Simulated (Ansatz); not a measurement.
Consider CH5AlBrN.

Input file:

```
crystal:
  periodic: [false, false, false]
  atoms:
    - {symbol: N, position_ang: [-0.491799, 1.602878, -0.616941]}
    - {symbol: Al, position_ang: [0.648407, 0.350984, -0.114350]}
    - {symbol: C, position_ang: [-0.041889, -1.208281, 0.845654]}
    - {symbol: Br, position_ang: [0.004341, -2.324954, -0.800043]}
    - {symbol: H, position_ang: [-1.487342, 1.582037, -0.468327]}
    - {symbol: H, position_ang: [-0.244714, 2.391601, -1.192204]}
    - {symbol: H, position_ang: [2.189376, 0.512674, -0.412000]}
    - {symbol: H, position_ang: [-1.077417, -1.225015, 1.178722]}
    - {symbol: H, position_ang: [0.589436, -1.728225, 1.562390]}
basis:
  gaussian: {orbitals: def2-TZVPP}
hamiltonian: {xc: pbe0, dispersion: d4}
output: {orbitals: {seedname: orbitals}}
```

Command:

```sh
ansatz run in.yaml --threads 4 --pin off --events-out ev --progress --plain --max-ram 10444MiB
```

Geometry: PBE0-D4/def2-TZVP.

Level of theory: Ansatz 0.2.0, RKS PBE0-D4/def2-TZVPP.

**What will maps of the electron density and electron localisation function show?**

Al–N (1.77 Å): ρ is about 0.87 e/Å³ halfway; the ELF peaks at about 0.90 in the valence shell of N, 0.7 Å from its nucleus, and is about 0.60 at the midpoint.
C–Al (1.96 Å): ρ is about 0.72 e/Å³ halfway; the ELF peaks at about 0.95 between the atoms: a shared but strongly polarised pair.
N–H (1.01 Å): ρ is about 2.9 e/Å³ halfway; the ELF climbs to about 1 towards the hydrogen, as it does in any bond to H: an ordinary covalent bond to hydrogen.
C–H (1.09 Å): the density is about 2 e/Å³ at the midpoint; the ELF climbs to about 1 towards the hydrogen; an ordinary covalent bond to hydrogen.

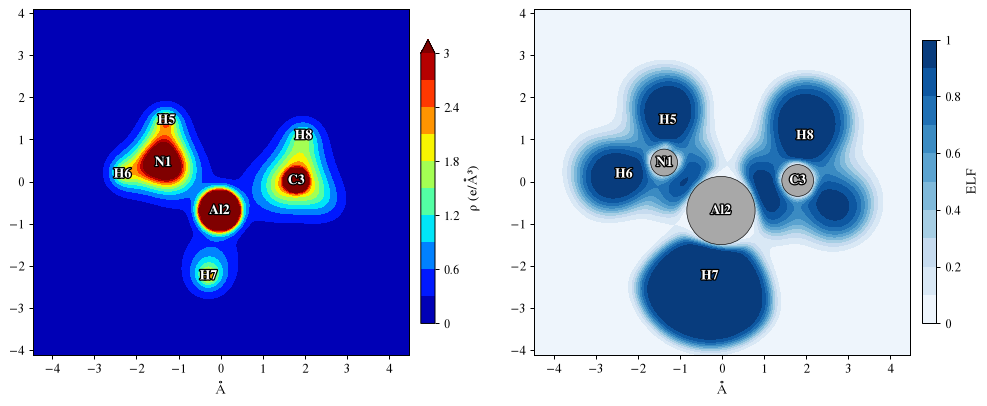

Computed electron density and electron localisation function on the plane of atoms Al2, N1 and H5, in this order. Grey discs cover the atomic cores in the ELF map. 
